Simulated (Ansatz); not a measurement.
The starting structures come from a database of crystals and need not be the phases stable at ambient conditions.

 Where the default PAW files enter, the runs use the earlier of Ansatz's two default sets.

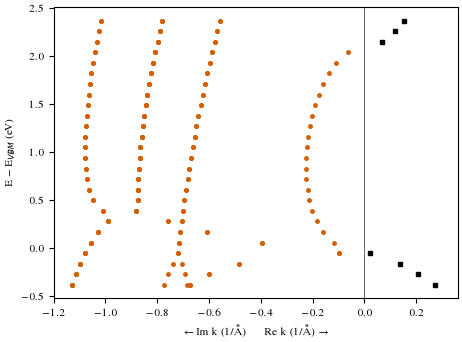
Complex bands at the centre of the two-dimensional zone; PBEsol run with Ansatz (an electronic-structure program)

The gap is the functional's own. No spin-orbit coupling. Mid-gap values are interpolated on the energy grid.

This is K₂Te (Fm-3m, anti-fluorite, not sure to be the ambient phase, 3 atoms a cell, 45.7 Å³ an atom) along the normal of (111). Read off the slowest decay at the centre of the two-dimensional zone at 1.04 eV, the computed energy nearest the middle of the gap.

κ ≈ 0.22 1/Å, a decay length 1/(2κ) of the density of 2.2 Å.
